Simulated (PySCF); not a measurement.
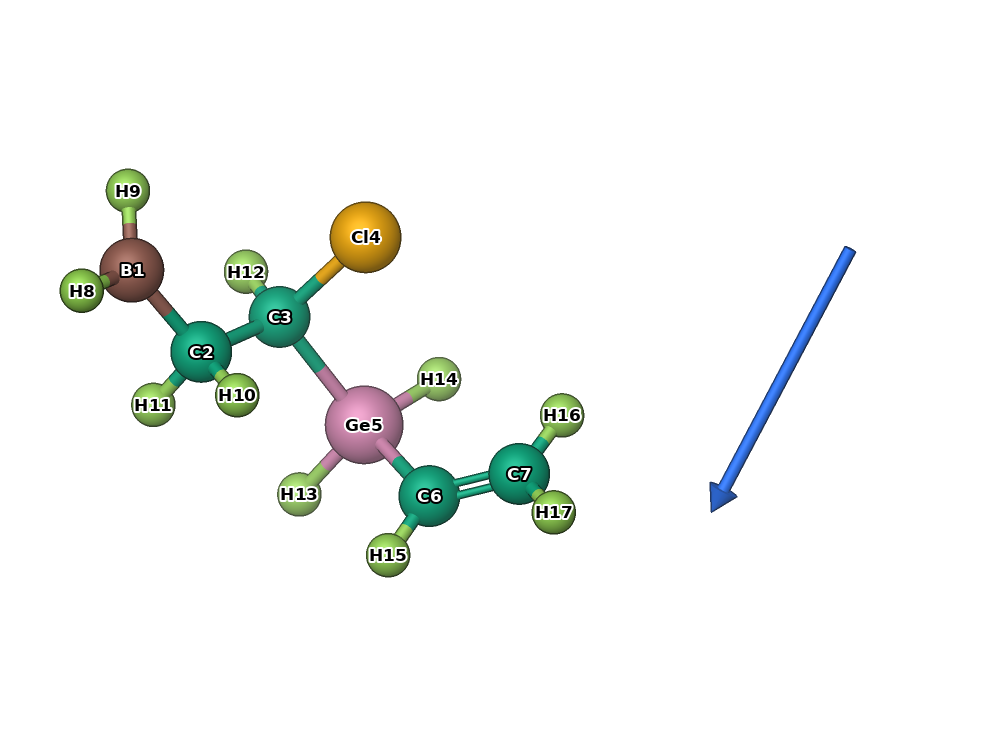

The arrow beside the molecule shows the direction of the dipole moment, from the negative to the positive end (its length means nothing). The geometry was computed by an optimisation with GFN2-xTB. No frequency run is at hand to confirm it as a minimum. Properties computed with ωB97X-D/def2-SVPD, gas phase (PySCF 2.14.0).

### How large is the dipole moment?

1.77 D; it points from the side of Cl4 to the side of H13 (the outermost atoms at the two ends).

The geometry is semi-empirical. Around B, Ge such bond lengths and angles can be off by a tenth of an ångström or more and by several degrees, and values that hang on the shape move with them.
